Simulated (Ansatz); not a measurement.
# Calculations on C$_{2}$H$_{5}$NSi

**1. Relaxation**

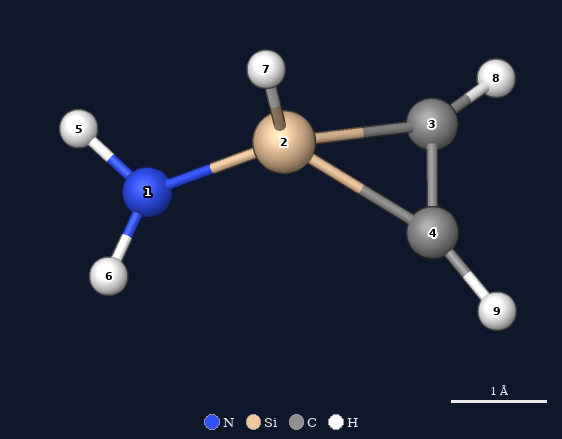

This is the input geometry for a relaxation of C2H5NSi. Style: ball-and-stick. Shown face on.

The run prepares an end point of a later path (torsion) calculation, from a guessed geometry.

Theory: RKS PBE-D4/def2-SVP in Ansatz.

Input file:
```yaml
crystal:
  periodic: [false, false, false]
  atoms:
    - { symbol: "N", position_ang: [-0.35649, 1.22303, -1.12244] }
    - { symbol: Si, position_ang: [0.54954, 0.27124, -0.00884] }
    - { symbol: C, position_ang: [0.05994, -1.50412, 0.2645] }
    - { symbol: C, position_ang: [-0.38177, -0.71959, 1.2546] }
    - { symbol: H, position_ang: [0.0321, 1.42319, -2.02974] }
    - { symbol: H, position_ang: [-0.87747, 2.01587, -0.78701] }
    - { symbol: H, position_ang: [1.91724, 0.70668, 0.23467] }
    - { symbol: H, position_ang: [0.00057, -2.55391, 0.03282] }
    - { symbol: H, position_ang: [-0.94367, -0.86238, 2.16144] }
basis:
  gaussian: { orbitals: def2-SVP }
hamiltonian:
  xc: pbe
  dispersion: d4
relax:
  f_tol: 0.015
  max_steps: 40
```

Command:
```bash
ansatz run input.yaml --threads 1 --pin off --max-ram 2048MiB --backend cpu --events-out ev --progress --plain --runs-dir out
```

**Where does the relaxation end?**

H6 moves most after the best rigid fit: 1.05 Å. By element the largest moves are H 1.05 Å, N 0.20 Å, C 0.12 Å, Si 0.07 Å. Some distances before and after: Si2–C3 1.862 → 1.819 Å, Si2–H7 1.456 → 1.497 Å, C4–H9 1.076 → 1.105 Å, C3–H8 1.077 → 1.105 Å. Bond angles that change, for instance: N1–Si2–H7 115.9° → 106.2°, N1–Si2–C4 118.1° → 126.3°, N1–Si2–C3 118.9° → 123.0°. Groups turn about N1–Si2 by about 80°. The energy falls by 18.8 kJ/mol in 13 accepted moves (14 points after the start). Largest force component: 1.2 eV/Å at the start, 0.0048 eV/Å at the end. The line search rejected the trial step at point 4 of the run.

The structure at the end:

```xyz
9

N    -0.1786    1.2543   -1.2115
Si    0.5547    0.2085   -0.0412
C    -0.0269   -1.4859    0.2766
C    -0.3008   -0.6593    1.3234
H     0.1940    2.1954   -1.3507
H    -1.1823    1.2140   -1.3995
H     1.9904    0.6244    0.0488
H    -0.2321   -2.5505    0.0647
H    -0.8184   -0.8010    2.2894
```

After the run, drawn alike:

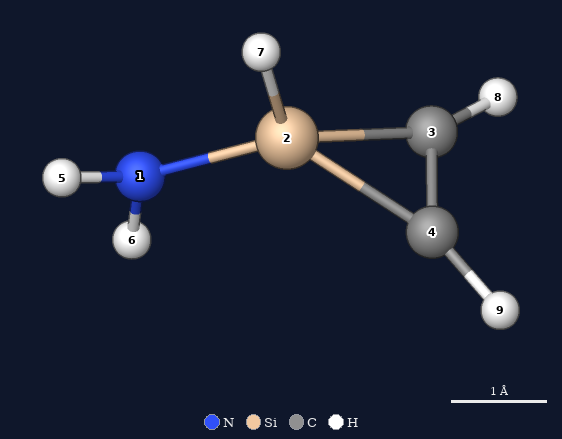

**2. Relaxation**

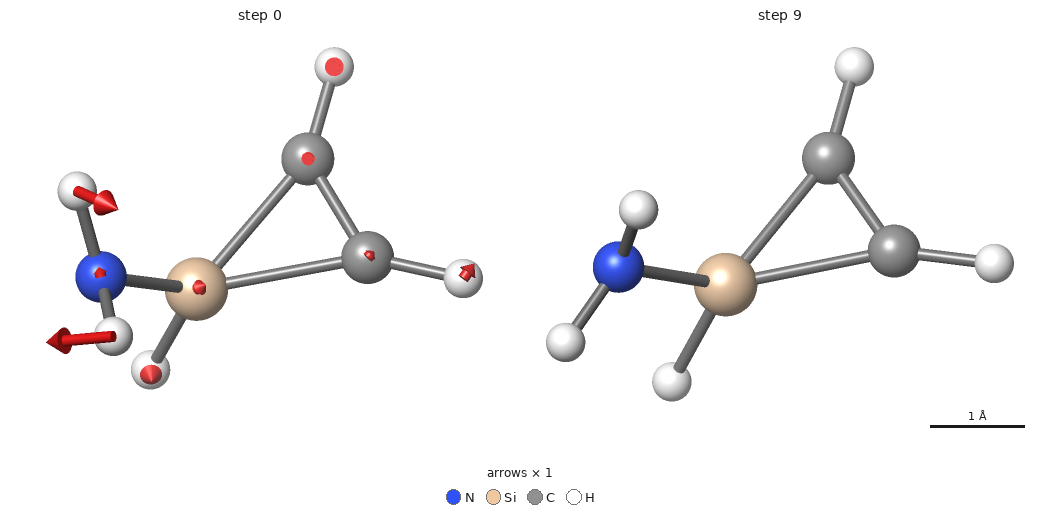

The structure of C2H5NSi before (left) and after (right) a relaxation, at one scale. The red arrows give the displacements, at their true length.

A ball-and-stick model, seen at a tilt.

The run prepares an end point of a later path (torsion) calculation, from a guessed geometry.

Level of theory: Ansatz 0.2.0, RKS PBE-D4/def2-SVP.

Input
```yaml
crystal:
  periodic: [false, false, false]
  atoms:
    - { symbol: "N", position_ang: [-0.35649, 1.22303, -1.12244] }
    - { symbol: Si, position_ang: [0.54954, 0.27124, -0.00884] }
    - { symbol: C, position_ang: [1.98616, 1.05175, 0.88181] }
    - { symbol: C, position_ang: [2.4008, 0.29566, -0.14158] }
    - { symbol: H, position_ang: [0.0321, 1.42319, -2.02974] }
    - { symbol: H, position_ang: [-0.87747, 2.01587, -0.78701] }
    - { symbol: H, position_ang: [-0.14883, -0.86734, 0.57033] }
    - { symbol: H, position_ang: [2.46536, 1.6605, 1.6295] }
    - { symbol: H, position_ang: [3.35154, 0.02996, -0.57048] }
basis:
  gaussian: { orbitals: def2-SVP }
hamiltonian:
  xc: pbe
  dispersion: d4
relax:
  f_tol: 0.015
  max_steps: 40
```

Launched with:
```bash
ansatz run input.yaml --threads 1 --pin off --max-ram 2048MiB --backend cpu --events-out ev --progress --plain --runs-dir out
```

Summarise the run.

The atom that moves furthest after the best rigid fit is H6 (0.87 Å). Largest moves by element: H 0.87 Å, Si 0.15 Å, N 0.11 Å, C 0.10 Å. Near-neighbour distances that change, for instance: Si2–H7 1.456 → 1.497 Å, Si2–C4 1.856 → 1.819 Å, Si2–C3 1.862 → 1.830 Å, C3–H8 1.077 → 1.105 Å. Bond angles that change, for instance: N1–Si2–H7 115.9° → 106.3°, N1–Si2–C3 118.9° → 126.3°, N1–Si2–C4 118.1° → 122.7°. Groups turn about N1–Si2 by about 60°. After 8 accepted moves (9 points after the start) the energy has fallen by 20.3 kJ/mol. Largest force component: 1.5 eV/Å at the start, 0.013 eV/Å at the end. The line search rejected the trial step at point 8 of the run.

**3. Path**

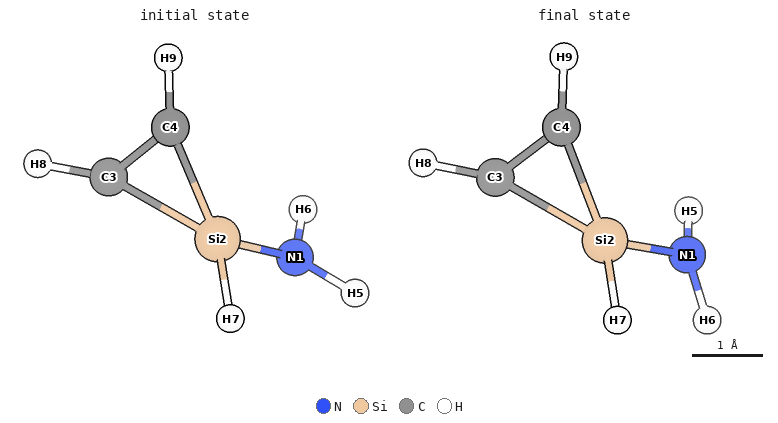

The two relaxed end points of a path for C$_{2}$H$_{5}$NSi. A ball-and-stick model, seen from a free direction.

Level of theory: RKS PBE-D4/def2-SVP in Ansatz.

Settings: 5 movable images; climbing image; force threshold 0.05 eV/Å; iteration limit 60.

Start:
```xyz
9

N    -0.1884    1.2508   -1.2137
Si    0.5581    0.1938   -0.0619
C    -0.0554   -1.4829    0.2882
C    -0.2713   -0.6429    1.3378
H     0.2032    2.1810   -1.3725
H    -1.1987    1.2353   -1.3664
H     2.0063    0.5728   -0.0248
H    -0.2952   -2.5431    0.0912
H    -0.7584   -0.7649    2.3221
```

End:
```xyz
9

N    -0.2223    1.4358   -0.9852
Si    0.5623    0.1962   -0.0608
C    -0.0974   -1.4744    0.2915
C    -0.2339   -0.6302    1.3505
H    -1.2335    1.4082   -1.1322
H     0.2593    1.8381   -1.7919
H     2.0306    0.4773   -0.1420
H    -0.3906   -2.5244    0.1112
H    -0.6746   -0.7264    2.3588
```

Predict the minimum-energy path and its barrier.

Answer. The barrier is about 10.9 kJ/mol in both directions, with image 3 at the top; the ends have the same energy. The motion is a rotation about the N1–Si2 bond by about 205°. No bond forms or breaks between the ends. Bond angles that change up to the highest image, for instance: N1–Si2–H7 106.2° → 115.2°, N1–Si2–C4 126.3° → 120.6°. The band is converged.

Energies of the converged images:

```tsv
image	path (Å)	E (kJ/mol)
0	0.00	0.0
1	0.74	0.3
2	1.48	9.4
3	2.22	10.9
4	2.99	7.9
5	3.76	0.2
6	4.52	0.0
```

The geometry at the top of the path:

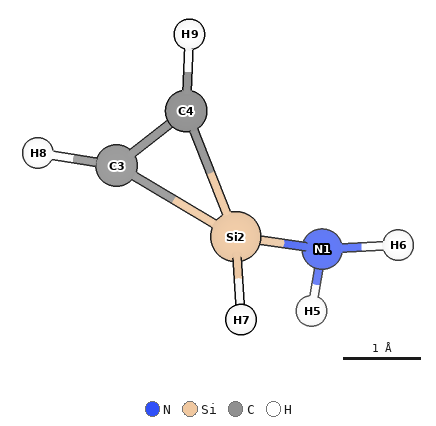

Cost: 3.4 min on 1 thread of Intel(R) Xeon(R) Processor @ 2.70GHz, with other jobs on the host, peak memory 0.13 GiB.
